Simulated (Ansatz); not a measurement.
**Sb2Au (Fm-3m): phonons and vibrational spectra**

Wanted: vibrations and spectra of Sb2Au (Fm-3m); the cell is already relaxed. After the zone centre comes a 4×4×4 q mesh on a 12×12×12 k mesh.

Method: DFT PBEsol, scalar-relativistic, plane waves, PAW; PAW set soft_1, in Ansatz 0.2.0.

### Step 1. The structure

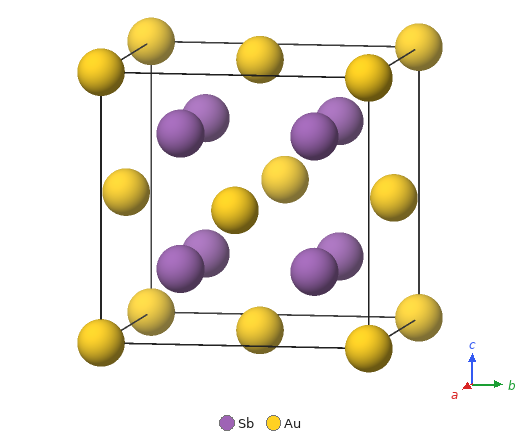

The cell as given, slightly off an axis (antimony purple, gold yellow). This picture shows the conventional cell, with its axes. Some periodic images of atoms are drawn too.

Coordinates:

```cif
data_structure
_symmetry_space_group_name_H-M 'P 1'
_symmetry_Int_Tables_number 1
_cell_length_a 4.7902
_cell_length_b 4.7902
_cell_length_c 4.7902
_cell_angle_alpha 60.000
_cell_angle_beta 60.000
_cell_angle_gamma 60.000
_cell_volume 77.72
loop_
_atom_site_label
_atom_site_type_symbol
_atom_site_fract_x
_atom_site_fract_y
_atom_site_fract_z
_atom_site_occupancy
Sb1 Sb 0.25000 0.25000 0.25000 1
Sb2 Sb 0.75000 0.75000 0.75000 1
Au3 Au 0.00000 0.00000 0.00000 1
```

### Step 2. Zone-centre response

The cell comes from relaxations at this level that are not shown. The zone centre comes first: it holds the modes that light can see, as far as symmetry allows. No field response is asked, since the mesh shows no gap.

input.yaml

```yaml
crystal:
  lattice:
    - [0.0, 3.3871785425, 3.3871785425]
    - [3.3871785425, 0.0, 3.3871785425]
    - [3.3871785425, 3.3871785425, 0.0]
  atoms:
    - { symbol: Sb, position: [0.25, 0.25, 0.25] }
    - { symbol: Sb, position: [0.75, 0.75, 0.75] }
    - { symbol: Au, position: [0.0, 0.0, 0.0] }
kpoints:
  mp_grid: { grid: [12, 12, 12] }
hamiltonian:
  xc: pbesol
  pseudopotentials: { kind: paw, azcp: { folder: soft_1 }, xc_functional: pbe }
scf:
  occupations: { method: methfessel_paxton, width: 0.2 }
output:
  eigenvalues: true
phonons:
  method: dfpt
```

Command:

```
> ansatz run input.yaml --threads 4 --pin off --max-ram 10240MiB --backend cpu --events-out ev --progress --plain --runs-dir out
```

Numbers of over 12 decimals in the logs are rounded to 6 here.

The program printed:

```text
zone centre: on kpoints.mp_grid the ground state, and the responses unless they are solved on pairs of k-points, stand on 163 of the mesh's 1728 k-points, reduced under 8 symmetry operations, with k and −k counted as one. Each operation leaves every solved displacement unchanged or reverses it
Engine: ansatz 0.2.0, aarch64-unknown-linux-gnu
Pseudopotentials: kind: paw
Pseudopotential: Sb, paw, valence charge 15, recommended cutoff 420 eV (normal), soft_1/Sb.paw.azcp
Pseudopotential: Au, paw, valence charge 19, recommended cutoff 420 eV (normal), soft_1/Au.paw.azcp
Functional definition: PBEsol
  exchange = pbesol_x
  correlation = pbesol_c
Crystal: 3 atoms, lattice volume = 77.722 Å³
Basis set: ecut = 420 eV, 1471 PW (Γ), exchange–correlation on 72×72×72 points (8 copies of the dense FFT grid, shifted against one another)
Bands: 30, of which v1, the nominal top of the filled ones, is band 25 counted from 1 (24 counted from 0)
Symmetry: 48 space group operations
k-points: 163 of 1728 (irreducible under 8 space group operations, time reversal used)
Non-local potential: Sb, projectors of the file, l = 0: 2, l = 1: 2, l = 2: 2, l = 3: 1
Non-local potential: Au, projectors of the file, l = 0: 3, l = 1: 2, l = 2: 2, l = 3: 1
PAW form: soft (Blöchl's): semilocal exchange-correlation on the pseudo side does not see the compensation charge
PAW frozen core: Sb, regenerated for the run's functional, and the local potential with it (the file was generated under x = pbe(κ = 0.804, μ = 0.219515), c = pbe(β = 0.066725))
PAW frozen core: Au, regenerated for the run's functional, and the local potential with it (the file was generated under x = pbe(κ = 0.804, μ = 0.219515), c = pbe(β = 0.066725))
PAW one-centre angular grid: Sb, 590 points (default); XC on 64 Gauss nodes
PAW one-centre angular grid: Au, 590 points (default); XC on 64 Gauss nodes
Initial density: superposition of atomic densities (chi_scale 0.1, normalization cell, long waves kept (reshape's long-wave potential 0.00 eV rms))
Initial wavefunctions: pseudopotential atomic-orbital guess
Functional: x = pbesol(κ = 0.804, μ = 0.123457), c = pbesol(β = 0.046)
SCF iter   1: F=—  HF=-25828.740120 eV  |F-HF|=—  |Δ(HF+E_count)|=         —  Δρ=1.27e-1  dr2=2.20e1  ethr=3.10e-3  ⟨swp⟩=6.3  Hψ=20561  notcnv=0
preconditioner: auto → Kerker (q_TF=auto, 2.526 Å⁻¹)  [metal: Δε(μ)=0.047 eV  Ē_g=7.746 eV  σ=0.200 eV  W_gap=0.20  n_scr=14 (ndim 8)  ℏωp=19.3 eV  f_vac=0.035  D(μ)=1.10/eV (n_scr^D=0)]
SCF iter   2: F=—  HF=-25824.976195 eV  |F-HF|=—  |Δ(HF+E_count)|=    3.76e0  S|Δr|=    0.00e0  Δρ=2.00e-2  dr2=1.83e-1  ethr=3.10e-3  ⟨swp⟩=3.0  Hψ=11799  notcnv=0  defer=94
preconditioner: auto → LDOS  [metal: Δε(μ)=0.008 eV  Ē_g=8.551 eV  σ=0.200 eV  W_gap=0.03  n_scr=14 (ndim 8)  ℏωp=19.3 eV  f_vac=0.042  D(μ)=1.27/eV (n_scr^D=8)  β→1.0]
SCF iter   3: F=—  HF=-25824.977344 eV  |F-HF|=—  |Δ(HF+E_count)|=   1.15e-3  S|Δr|=    0.00e0  Δρ=2.82e-3  dr2=6.20e-3  ethr=3.72e-4  ⟨swp⟩=2.0  Hψ=10777  notcnv=0  defer=101
SCF iter   4: F=—  HF=-25824.985441 eV  |F-HF|=—  |Δ(HF+E_count)|=   8.10e-3  S|Δr|=    0.00e0  Δρ=2.02e-3  dr2=2.20e-3  ethr=1.27e-5  ⟨swp⟩=2.0  Hψ=8771  notcnv=0  defer=101
SCF iter   5: F=—  HF=-25824.985667 eV  |F-HF|=—  |Δ(HF+E_count)|=   2.26e-4  S|Δr|=    0.00e0  Δρ=6.55e-4  dr2=3.36e-4  ethr=4.49e-6  ⟨swp⟩=2.0  Hψ=8117  notcnv=0  defer=101
SCF iter   6: F=—  HF=-25824.985634 eV  |F-HF|=—  |Δ(HF+E_count)|=   3.31e-5  S|Δr|=    0.00e0  Δρ=1.43e-4  dr2=2.77e-5  ethr=6.86e-7  ⟨swp⟩=2.0  Hψ=8260  notcnv=0  defer=101
SCF iter   7: F=—  HF=-25824.985629 eV  |F-HF|=—  |Δ(HF+E_count)|=   5.09e-6  S|Δr|=    0.00e0  Δρ=2.29e-5  dr2=8.95e-7  ethr=5.66e-8  ⟨swp⟩=2.0  Hψ=5905  notcnv=0  defer=101
SCF iter   8: F=—  HF=-25824.985627 eV  |F-HF|=—  |Δ(HF+E_count)|=   1.85e-6  S|Δr|=    0.00e0  Δρ=1.95e-6  dr2=5.25e-9  ethr=1.83e-9  ⟨swp⟩=2.0  Hψ=6434  notcnv=0  defer=101
SCF iter   9: F=—  HF=-25824.985627 eV  |F-HF|=—  |Δ(HF+E_count)|=  3.35e-10  S|Δr|=    0.00e0  Δρ=6.90e-7  dr2=8.33e-10  ethr=1.07e-11  ⟨swp⟩=2.0  Hψ=6509  notcnv=0  defer=101
SCF iter  10: F=-25824.985627 eV  HF=-25824.985627 eV  |F-HF|=7.28e-12  |Δ(HF+E_count)|=  2.11e-10  S|Δr|=    0.00e0  Δρ=5.55e-8  dr2=3.88e-12  ethr=1.00e-12  ⟨swp⟩=8.8  Hψ=27829  notcnv=0
the search or the solves at the SCF's close seem to have found levels that the self-consistency loop had missed (the run counts 1). By its estimate they hold under 1e-12 electrons; where the run keeps them, the occupations were computed again with them
SCF 1 converged in 10 iterations: F = -25824.985627 eV  dr2 = 3.88e-12
  greatest PAW one-centre occupation: 1.000 electrons in one spin orbital (limit 2), on the Au atom at site 2 (counted from 0), in its partial waves of l = 0
DFPT response loops at Γ: preconditioner auto → Kerker (q_TF=auto, 2.526 Å⁻¹) (partly filled bands, converged f_vac=0.047); β = 1.00, the filter's whole step (`scf.mixing.beta` (0.50) is not read by the response loops under this deck's `scf.mixing.preconditioner`; to damp them name `kerker` or `kerker_dos`, under which they read `scf.mixing.beta`, and type it under 1.00, their step now; both keys bind the ground state too); Broyden in place of MSR1
SCF converged after 10 iterations
Stability not checked: this state was not tested for a lower state beside it, because cold or Methfessel-Paxton smearing, or corrected tetrahedra, fill the levels in a way that the test cannot read (fill_not_monotonic; see scf.lower_state_search)
Free energy (F): -25824.985627 eV
Harris-Foulkes:  -25824.985627 eV  (|F-HF|=7.28e-12)
Internal energy: -25824.984669 eV  (E = F + TS)
E sigma→0 (E₀):  -25824.985388 eV
Entropy (-TS):   -0.000958 eV (-0.319 meV/atom)
Fermi energy:    12.705036 eV
--- Per-component energies (eV) ---
  E_band       = -642.091747
  E_kinetic    = 902.532427
  E_local      = -5586.965206  (includes V_loc(G=0)·N_el)
  E_nonlocal   = 880.757762
  E_hartree    = 2355.558969
  E_xc         = -412.034403
  E_vxc        = -444.363482  (∫ρ·V_xc dr)
  E_paw        = -18521.153435  (= ΣΔE_a)
  E_vpaw       = -1105.173218  (= ΣTr[D̂ρ^β])
  E_aug_tail   = 0.001918  (compensation charges beyond the density's cutoff)
  E_ewald      = -5444.655937
  E_core_change = 0.973237  (= ΣΔE_core)
  E_smearing   = -0.000958  (= −TS)
  E_closure    = -0.000000  (closes the sum)
  Σ components = -25824.985627   (vs F -25824.985627, Δ=0.00e0)
--- Band table (eV; the first three rows and the last of 163) ---
  k-point 0: bands = [... 21 lower, 12.4204, 12.4204, 12.4204, 13.2748, 13.2748, 13.2748, 13.9868, 15.3818, ... 1 higher]
  k-point 1: bands = [... 21 lower, 11.6782, 12.2214, 12.2214, 12.9705, 13.3016, 13.3016, 14.6644, 15.5424, ... 1 higher]
  k-point 2: bands = [... 21 lower, 10.5279, 11.8009, 11.8009, 12.6701, 13.2647, 13.2647, 14.9414, 16.0096, ... 1 higher]
  k-point 162: bands = [... 21 lower, 7.7681, 8.8845, 12.0479, 12.0479, 14.7459, 15.7868, 16.5082, 16.8364, ... 1 higher]
--- Phonons (Γ-DFPT): 2 representative perturbations + reference, on 163 of 1728 k-points (Σ response iterations 6) ---
  k mesh reduced under 8 symmetry operations, with k and −k counted as one. Each operation leaves every solved displacement unchanged or reverses it
  ASR residual: 1.278e-4 → 0.000e0 eV/Å²; symmetrization residual: 1.703e-5 eV/Å²
  ASR residual per site (eV/Å²): 5.03e-5 5.03e-5 1.28e-4
  Γ frequencies (cm⁻¹): 0.00 0.00 0.00 85.28 85.28 85.28 106.19 106.19 106.19
  non-analytic LO–TO correction: not included (Born effective charges unavailable; polar crystals: no LO–TO splitting at Γ)
```

The job ended after 34 s (4 threads of Arm Neoverse V2, shared host; peak memory 1.2 GiB; 2.1 min of CPU time).

The column dr2 measures how far the density is from self-consistency, as an energy; F and HF (Harris–Foulkes) agree once it is small.

Numbers from this step:

```yaml
volume_per_atom: 25.91 Å³
gap_on_the_k_mesh: 0 eV
sum_rule_residual_before_enforcement: 1.28e-4 eV/Å²
point_group: m-3m
highest_optical_mode_at_the_zone_centre_no_lo_to_term: 106.2 cm⁻¹
lowest_optical_zone_centre_mode: 85.28 cm⁻¹
```

Patterns of degenerate modes are one choice out of their space. The modes at Γ (shares of kinetic energy by element, %):

```tsv
mode	frequency (cm⁻¹)	symmetry	Sb %	Au %
1	0.0	acoustic	55	45
2	0.0	acoustic	55	45
3	0.0	acoustic	55	45
4	85.3	T1u	45	55
5	85.3	T1u	45	55
6	85.3	T1u	45	55
7	106.2	T2g	100	0
8	106.2	T2g	100	0
9	106.2	T2g	100	0
```

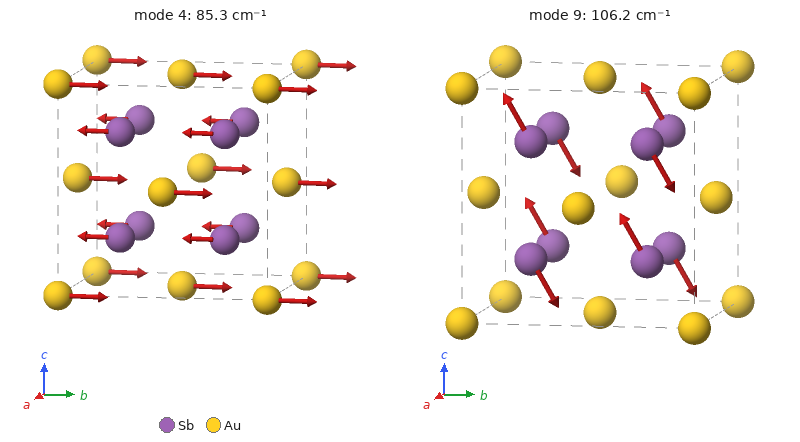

Displacement patterns of modes 4 and 9 at Γ; arrows are exaggerated. Some periodic images of atoms are drawn too.

Before it was imposed, the acoustic sum rule was missed by 1.3e-4 eV/Å². Small misses are needed for a sound result but don't prove that mesh and cutoff are converged. The lowest optical mode is real, 85.3 cm⁻¹.

### Step 3. Phonons on a q mesh

Stability and thermal properties need the whole zone. Linear response on a 4×4×4 q mesh gives force constants as far as a supercell of that size would.

Changes to input.yaml since step 2:

```diff
@@ -20 +20,8 @@
   method: dfpt
+  qmesh: [4, 4, 4]
+  temperatures: { t_max: 1000, t_step: 50 }
+  qpath:
+    path:
+      - [[0.0, 0.0, 0.0], [0.5, 0.0, 0.5], [0.625, 0.25, 0.625]]
+      - [[0.375, 0.375, 0.75], [0.0, 0.0, 0.0], [0.5, 0.5, 0.5], [0.5, 0.25, 0.75], [0.5, 0.0, 0.5]]
+    npoints: 10
```

The program printed:

```text
[...]
Crystal: 3 atoms, lattice volume = 77.722 Å³
Basis set: ecut = 420 eV, 1471 PW (Γ), exchange–correlation on 72×72×72 points (8 copies of the dense FFT grid, shifted against one another)
Bands: 30, of which v1, the nominal top of the filled ones, is band 25 counted from 1 (24 counted from 0)
Symmetry: 48 space group operations
k-points: 72 of 1728
[...]
SCF iter   1: F=—  HF=-25828.740107 eV  |F-HF|=—  |Δ(HF+E_count)|=         —  Δρ=1.27e-1  dr2=2.20e1  ethr=3.10e-3  ⟨swp⟩=6.4  Hψ=9123  notcnv=0
[...]
SCF iter  10: F=-25824.985627 eV  HF=-25824.985627 eV  |F-HF|=7.28e-12  |Δ(HF+E_count)|=  2.07e-10  S|Δr|=    0.00e0  Δρ=5.57e-8  dr2=3.88e-12  ethr=1.00e-12  ⟨swp⟩=8.4  Hψ=12104  notcnv=0
[...]
SCF 1 converged in 10 iterations: F = -25824.985627 eV  dr2 = 3.88e-12
[...]
phonons: the bands overlap, so this run is a metal and interpolates without the dipole-dipole term. If the crystal is really an insulator or semiconductor, its LO-TO splitting is missing
NSCF: frozen V_eff on 72 k-points
WARN: eigensolver did not converge (k=36): 1 band(s) unlocked after 20 sweeps at ethr=1.96e-12 eV (storage-precision floor; scheduled 1.00e-12 eV) (lowest unlocked band 29, counted from 0; max residual 3.35e-6 eV among the unlocked bands, 3.35e-6 eV over every band; other slots of this pass that fall short are told together in one closing line; warning suppressed until the next SCF loop or pass starts)
WARN: eigensolver did not converge in 4 slots of this pass, the one above among them; of largest residual over every band (k=66): 1 band(s) unlocked (lowest unlocked band 29, counted from 0; max residual 4.03e-5 eV among the unlocked bands, 4.03e-5 eV over every band); of lowest unlocked band (k=36): band 29
[...]
DFPT response loops at q = (0, 0, 0) (fractional): preconditioner auto → Kerker (q_TF=auto, 2.526 Å⁻¹) (partly filled bands, converged f_vac=0.047); β = 1.00, the filter's whole step (`scf.mixing.beta` (0.50) is not read by the response loops under this deck's `scf.mixing.preconditioner`; to damp them name `kerker` or `kerker_dos`, under which they read `scf.mixing.beta`, and type it under 1.00, their step now; both keys bind the ground state too); Broyden in place of MSR1
[...]
phonons.qmesh, q = [0.0000, 0.2500, -0.5000]: its response loops start from zero, take more passes and end by a threshold: the memory limit or budget leaves too little room for the subspace of the ground state's own states beside the solves, or none could be made (phonons.method)
[...]
SCF converged after 10 iterations
[...]
Free energy (F): -25824.985627 eV
[...]
Internal energy: -25824.984669 eV  (E = F + TS)
E sigma→0 (E₀):  -25824.985388 eV
Entropy (-TS):   -0.000958 eV (-0.319 meV/atom)
Fermi energy:    12.705036 eV
[...]
--- Band table (eV; the first three rows and the last of 72) ---
  k-point 0: bands = [... 21 lower, 12.4204, 12.4204, 12.4204, 13.2748, 13.2748, 13.2748, 13.9868, 15.3818, ... 1 higher]
  k-point 1: bands = [... 21 lower, 11.6782, 12.2214, 12.2214, 12.9705, 13.3016, 13.3016, 14.6644, 15.5424, ... 1 higher]
  k-point 2: bands = [... 21 lower, 10.5279, 11.8009, 11.8009, 12.6701, 13.2647, 13.2647, 14.9414, 16.0096, ... 1 higher]
  k-point 71: bands = [... 21 lower, 7.7681, 8.8845, 12.0479, 12.0479, 14.7459, 15.7868, 16.5082, 16.8364, ... 1 higher]
--- Phonons (Γ-DFPT): 2 representative perturbations + reference (Σ response iterations 6) ---
  ASR residual: 1.297e-4 → 0.000e0 eV/Å²; symmetrization residual: 1.718e-5 eV/Å²
  ASR residual per site (eV/Å²): 5.12e-5 5.12e-5 1.30e-4
  Γ frequencies (cm⁻¹): 0.00 0.00 0.00 85.28 85.28 85.28 106.19 106.19 106.19
--- Phonons (arbitrary-q DFPT): 8 irreducible q on the 4×4×4 mesh ---
  q = [0.0000, 0.0000, 0.0000] (star 1, of the zone-centre solve; hermiticity 1.06e-5, symmetrization 1.30e-11): -0.00 0.00 0.00 85.28 85.28 85.28 106.19 106.19 106.19
  q = [0.0000, 0.0000, 0.2500] (star 8, 2 solved perturbations on 936 of 1728 k-point pairs; hermiticity 1.00e-5, symmetrization 3.19e-12): 22.85 22.85 52.66 83.46 87.09 87.09 99.42 99.42 116.19
[...]
q = [0.0000, 0.2500, 0.2500] (star 6, 4 solved perturbations in 1608 linear systems a pass and spin channel, the states on 510 of 1728 k-point pairs; hermiticity 2.08e-5, symmetrization 6.91e-13): 18.53 18.53 61.71 73.44 73.44 95.32 102.92 102.92 107.13
[...]
sum rule: each row above includes the acoustic sum rule's correction from the zone centre's row sums; it moved no ω² by more than (0.42 cm⁻¹)²
  mesh force constants: q→R imaginary residual 4.90e-18; ASR residual 1.297e-4 → 0.000e0 eV/Å²; symmetrization residual 3.997e-15 eV/Å²
  interpolated dispersion: 62 rows × 9 modes
  density of states and harmonic sums: on the 16×16×16 q-mesh, interpolated from the force constants of a 4×4×4 supercell (no non-analytic term)
  largest difference from the sums on the solved wave vectors: F 1.65e-2 eV, S 2.04e-5 and C_V 3.98e-6 eV/K
  zero-point energy: 0.043598 eV/cell   skipped modes (ω ≤ 0): 3   left out of the sums: 8.14e-5 of the cell's modes: C_V's classical limit lies that fraction below 3 k_B per atom; for a crystal, a wire or a layer, F and S can be off by more, and a phonons.interpolated_qmesh denser along its periods is the remedy for the sampling
```

The job ended after 25 min (4 threads; peak memory 6.9 GiB; 1.7 h of CPU time).

Numbers from this step:

* sum-rule residual before enforcement: 1.30e-4 eV/Å²
* lowest frequency on the path: 0 cm⁻¹
* highest frequency on the path or at a solved wavevector: 138.5 cm⁻¹
* mean frequency: 78.1 cm⁻¹
* Debye temperature (second moment): 156 K
* logarithmic mean frequency: 70.2 cm⁻¹
* lowest mode on the q mesh (acoustic modes at Γ apart): 18.53 cm⁻¹
* zero-point energy per atom: 14.53 meV
* heat capacity at 300 K: 24.61 J/(mol atoms K)
* vibrational entropy at 300 K: 52.27 J/(mol atoms K)

Frequencies (cm⁻¹) solved at each irreducible wavevector; negative means imaginary. Frequencies by wavevector, by row:

```tsv
q in reciprocal lattice units	star	mode 1	mode 2	mode 3	mode 4	mode 5	mode 6	mode 7	mode 8	mode 9
0 0 0	1	0	0	0	85.3	85.3	85.3	106.2	106.2	106.2
0 0 0.25	8	22.9	22.9	52.7	83.5	87.1	87.1	99.4	99.4	116.2
0 0 -0.5	4	38.4	38.4	49.3	83.8	83.8	106.3	106.3	107.1	112.8
0 0.25 0.25	6	18.5	18.5	61.7	73.4	73.4	95.3	102.9	102.9	107.1
0 0.25 -0.5	24	37.1	40.5	49.6	73.3	78	91.2	111.2	115.6	118.5
0 0.25 -0.25	12	28.5	34.2	55.3	70.8	87.8	98.9	105.6	110.9	119.1
0 -0.5 -0.5	3	48.5	48.5	58.7	58.7	67.5	70.9	111.2	111.2	138.5
0.25 -0.5 -0.25	6	44.6	44.6	45	66.1	69.5	104.5	104.5	120.6	128.8
```

[end of part 1 of 2]

[Logs are printed without paths, hosts, clocks, repeated set-up lines and the standing remarks that a program may print on its own settings, such as how far it seeks lower states.]

[Hosts, paths, dates, database ids (printed as entryN), source tags and the programs' standing remarks are cut or masked in the printed files.]
